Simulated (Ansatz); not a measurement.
# GaSiH4O (SMILES [SiH3][O][GaH]): RPA@PBE0/cc-pVDZ

Aim: the vertical doublet–quartet gap of GaSiH4O at RPA@PBE0/cc-pVDZ, from 2 runs. 

The results are computed with Ansatz 0.2.0.

72 further runs of the same task are left out: 72 set aside as unsound or not needed.

### Step 1. The molecule

GaSiH4O has 7 atoms, charge 0, and is taken as a doublet. As SMILES, `[SiH3][O][GaH]`. Geometry: relaxed at PBE0-D4/def2-TZVP. This is one conformer, not always the lowest.

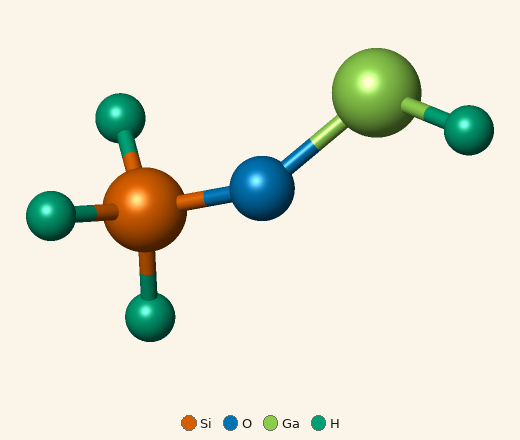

The structure, seen from a chosen angle (silicon orange, oxygen blue, gallium green, hydrogen teal).

### Step 2. A single-point energy at RPA@PBE0/cc-pVDZ

molecule.yaml reads:

```yaml
crystal:
  periodic: [false, false, false]
  atoms:
    - {symbol: Si, position_ang: [-0.907100, 0.576700, -0.244500]}
    - {symbol: O, position_ang: [0.281700, -0.375400, 0.340400]}
    - {symbol: Ga, position_ang: [1.972300, -0.895800, 0.047800]}
    - {symbol: H, position_ang: [-2.099000, -0.248300, -0.578700]}
    - {symbol: H, position_ang: [-0.473700, 1.297400, -1.475800]}
    - {symbol: H, position_ang: [-1.295700, 1.586500, 0.776300]}
    - {symbol: H, position_ang: [2.521500, -1.941000, 1.134400]}
basis:
  gaussian:
    orbitals: cc-pVDZ
magnetization:
  spin_polarized: true
  initial_magnetization: 1
hamiltonian:
  xc: {name: PBE0}
correlation:
  method: rpa
  frozen_orbitals: {Ga: 9, H: 0, O: 1, Si: 5}
accuracy: high
```

Started as:

```
$ ansatz run molecule.yaml --threads 1 --pin off --max-ram 3480MiB --events-out events.jsonl --progress --plain --runs-dir runs
```

Output:

```text
Warning: RAYON_NUM_THREADS=1 ignored (pool sized by the plan → 1); use --threads N
Functional definition: PBE0
  name "PBE0"
  parameter a = 0.25
  parameter kappa = 0.804
  parameter beta = 0.06672455060314922
  exchange = (1 - a)*pbe_x(kappa = kappa, mu = beta*pi^2/3) + a*exact_x
  correlation = pbe_c(beta = beta)
1787 factors; integrals over basis functions are off by at most 4.7e-9 eV
mean field evaluation 1: about -62349.2987 eV, gradient 3.7e1 eV
mean field evaluation 2: about -62349.3891 eV, gradient 3.7e1 eV
mean field evaluation 4: about -62354.3408 eV, gradient 5.1e0 eV
mean field evaluation 8: about -62354.5621 eV, gradient 2.8e-1 eV
mean field evaluation 16: about -62354.5628 eV, gradient 1.6e-4 eV
mean field evaluation 32: about -62331.9653 eV, gradient 1.8e1 eV
mean field -62354.56284690 eV, -2291.4879191829 hartree, gradient 8.5e-8 eV, S^2 0.754653; 0 other end points of the search recorded, 0 dependent functions left out
15 core orbitals not correlated: weight in the atoms' cores, before any rotation towards them, 1.000 or more for the frozen orbitals, at most 0.000 for the correlated occupied ones
reference -62296.20037834 eV, -2289.3431380228 hartree; 14, 13 occupied and 50, 51 virtual orbitals, 1787 factors
Total energy: -62311.53025044 eV, -2289.9065004316 hartree
```

Run time: 20 s. Hardware: 1 thread of Arm Neoverse V1, shared host; peak memory 0.54 GiB.

### Step 3. The quartet, same level

in.yaml reads:

```yaml
crystal:
  periodic: [false, false, false]
  atoms:
    - {symbol: Si, position_ang: [-0.907100, 0.576700, -0.244500]}
    - {symbol: O, position_ang: [0.281700, -0.375400, 0.340400]}
    - {symbol: Ga, position_ang: [1.972300, -0.895800, 0.047800]}
    - {symbol: H, position_ang: [-2.099000, -0.248300, -0.578700]}
    - {symbol: H, position_ang: [-0.473700, 1.297400, -1.475800]}
    - {symbol: H, position_ang: [-1.295700, 1.586500, 0.776300]}
    - {symbol: H, position_ang: [2.521500, -1.941000, 1.134400]}
basis:
  gaussian: {orbitals: cc-pVDZ}
total_charge: 0
magnetization: {spin_polarized: true, initial_magnetization: 3}
hamiltonian: {xc: {name: PBE0}}
correlation: {method: rpa, frozen_orbitals: {Ga: 9, H: 0, O: 1, Si: 5}}
accuracy: high
```

Started as:

```
$ ansatz run in.yaml --threads 1 --pin off --max-ram 3480MiB --events-out events.jsonl --progress --plain --runs-dir runs
```

Output, cut to the lines that bear on the results:

```text
Warning: RAYON_NUM_THREADS=1 ignored (pool sized by the plan → 1); use --threads N
Functional definition: PBE0
  name "PBE0"
[...]
1788 factors; integrals over basis functions are off by at most 4.7e-9 eV
[...]
mean field -62348.86507339 eV, -2291.2785298685 hartree, gradient 3.2e-8 eV, S^2 3.759593; 6 other end points of the search recorded, 0 dependent functions left out
15 core orbitals not correlated: weight in the atoms' cores, before any rotation towards them, 1.000 or more for the frozen orbitals, at most 0.000 for the correlated occupied ones
reference -62290.32099002 eV, -2289.1270744871 hartree; 15, 12 occupied and 49, 52 virtual orbitals, 1788 factors
Total energy: -62305.76255711 eV, -2289.6945416111 hartree
```

It took 72 s on 1 thread of Arm Neoverse V1, shared host; peak memory 0.58 GiB.

### Step 4. Outcome

At RPA@PBE0/cc-pVDZ, 15 core orbitals frozen:

| quantity | value |
| --- | --- |
| doublet: total energy | -2289.90650 Eh |
| doublet: RPA correlation energy (valence) | -563.4 mEh |
| doublet: ⟨S²⟩ of the reference determinant | 0.755 |
| quartet: total energy | -2289.69454 Eh |
| quartet: RPA correlation energy (valence) | -567.5 mEh |
| quartet: ⟨S²⟩ of the reference determinant | 3.760 |
| vertical energy of the quartet above the doublet | 5.768 eV |

What this shows: At this shape the quartet lies 5.77 eV (556 kJ/mol) above the doublet.
